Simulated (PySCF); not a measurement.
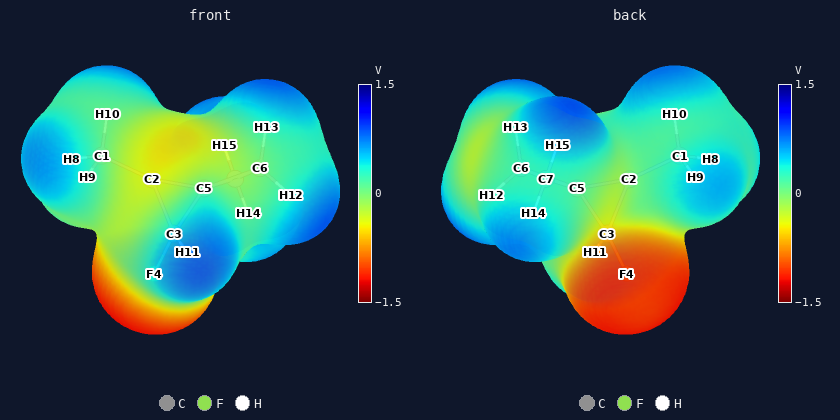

C6H8F (doublet). The molecular electrostatic potential painted on the density surface at 0.002 e/bohr³, seen from the front and from behind; the colour scale runs from red (negative) to blue (positive).

Geometry: GFN2-xTB.

Level of theory: UKS B3LYP, pcH-1 on C F H, non-relativistic, mean-field spin-orbit, GIAO in PySCF.

```xyz
15

C     2.1151   -0.1127    0.5624
C     0.7587    0.4525    0.5399
C     0.0450    1.4361   -0.2913
F     0.4788    1.6975   -1.5800
C    -0.5193    0.0821    0.0149
C    -1.8551   -0.4345    0.4402
C    -1.1599   -1.0383   -0.7464
H     2.7992    0.5680    1.0699
H     2.4944   -0.2566   -0.4563
H     2.1210   -1.0744    1.0730
H    -0.4001    2.3400    0.1121
H    -2.7177    0.1921    0.2680
H    -1.9000   -1.0076    1.3548
H    -1.5360   -0.8125   -1.7334
H    -0.7289   -2.0237   -0.6496
```

**Which sites attract a positive test charge, and which a negative one?**

A positive charge is drawn to the negative regions and a negative charge to the positive ones. The most negative region (about −1.2 V, or −28 kcal/mol for a unit charge) lies over F4, the most positive (about +0.9 V, or +21 kcal/mol for a unit charge) over H11, H12, H13 and H15.
